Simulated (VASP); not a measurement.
Given:

```yaml
crystal:
  lattice:
    - [0.00000, 2.23351, 2.23351]
    - [2.23351, 0.00000, 2.23351]
    - [8.93299, 8.93299, 0.00106]
  atoms:
    - { symbol: Ga, position: [0.00342, 0.00342, 0.99744] }
    - { symbol: Ga, position: [0.99976, 0.99976, 0.25018] }
    - { symbol: Ga, position: [0.99693, 0.99693, 0.50230] }
    - { symbol: N, position: [0.25124, 0.25124, 0.06157] }
    - { symbol: N, position: [0.24832, 0.24832, 0.31376] }
    - { symbol: N, position: [0.24401, 0.24401, 0.56699] }
    - { symbol: N, position: [0.25658, 0.25658, 0.80756] }
    - { symbol: Al, position: [0.99974, 0.99974, 0.75020] }
```

Computed with PBEsol GGA, VASP's PBE PAW potentials (set 64) (plane waves; VASP 6.6.1). Settings: 520 eV cut-off, 10×10×3 Γ-centred mesh, tetrahedra with Blöchl corrections, potentials Ga_d N Al.

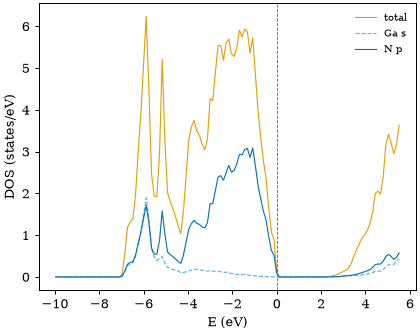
Figure. Total and projected density of states, zero at the valence-band maximum

Within 2 eV below the valence-band maximum the largest weight inside VASP's projection spheres is N p.

The gap is direct, 2.13 eV, from the valence maximum at Γ to the conduction minimum at Γ.

The structure was generated: AlGa3N4 was put into an ordered model structure (R3m), which need not be its known phase. It was relaxed first.
